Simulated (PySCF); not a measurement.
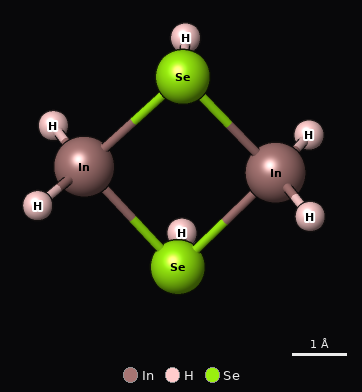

Starting structure of In₂H₆Se₂. A ball-and-stick model, seen at a tilt.

The start comes from GFN2-xTB. Its atoms were then displaced at random by about 0.03 Å.

These are results of PBE0-D3(BJ)/def2-SVP geometry optimisation, gas phase (PySCF), not measurements.

```xyz
10

In    1.4951   -0.3167    1.0411
H     2.7018    0.8023    1.3234
H     1.1597   -1.8100    1.6299
Se    1.2672   -0.5034   -1.6644
In   -1.1671    0.7485   -1.1447
H    -2.3785   -0.3959   -1.3130
H    -1.0704    2.2957   -1.8231
Se   -0.8321    1.0839    1.5501
H     0.5408   -1.7991   -1.4562
H    -1.5918   -0.1819    1.8612
```

> What does the optimiser find from here?

The energy falls by 16.4 kJ/mol in 10 geometry steps. H3 moves most after the best rigid fit: 0.30 Å. By element the largest moves are H 0.30 Å, Se 0.21 Å, In 0.09 Å. Among the contacts that change: In1–H3 1.640 → 1.719 Å, Se4–In5 2.786 → 2.736 Å, In1–H2 1.670 → 1.716 Å, Se8–H10 1.509 → 1.472 Å. Bond angles that change, for instance: In5–Se4–H9 86.5° → 93.5°, In1–Se4–H9 87.8° → 93.5°, H6–In5–H7 128.7° → 134.2°. The run took 4.5 min on 1 thread of Arm Neoverse N1, with other jobs on the host.

Step by step:

```json
{"step": "0", "E − E(0), kJ/mol": "0.00"}
{"step": "1", "E − E(0), kJ/mol": "-12.49"}
{"step": "2", "E − E(0), kJ/mol": "-14.42"}
{"step": "3", "E − E(0), kJ/mol": "-15.66"}
{"step": "4", "E − E(0), kJ/mol": "-15.86"}
{"step": "5", "E − E(0), kJ/mol": "-16.14"}
{"step": "6", "E − E(0), kJ/mol": "-16.22"}
{"step": "7", "E − E(0), kJ/mol": "-16.29"}
{"step": "8", "E − E(0), kJ/mol": "-16.35"}
{"step": "9", "E − E(0), kJ/mol": "-16.40"}
{"step": "10", "E − E(0), kJ/mol": "-16.42"}
```

Final geometry:

```xyz
10

In    1.5322   -0.2776    1.1021
H     2.6890    0.9848    1.2143
H     1.4029   -1.8441    1.7971
Se    1.0988   -0.5912   -1.5797
In   -1.2153    0.8157   -1.1882
H    -2.5026   -0.2906   -1.4578
H    -0.8602    2.3971   -1.7519
Se   -0.8787    0.9481    1.5205
H     0.4400   -1.8965   -1.4115
H    -1.5815   -0.3226    1.7594
```

After the run, drawn alike:

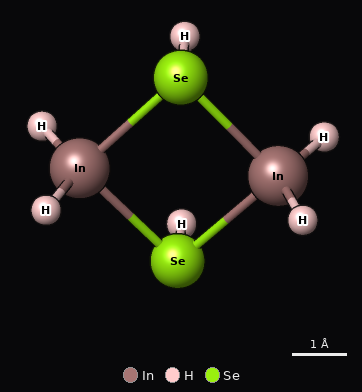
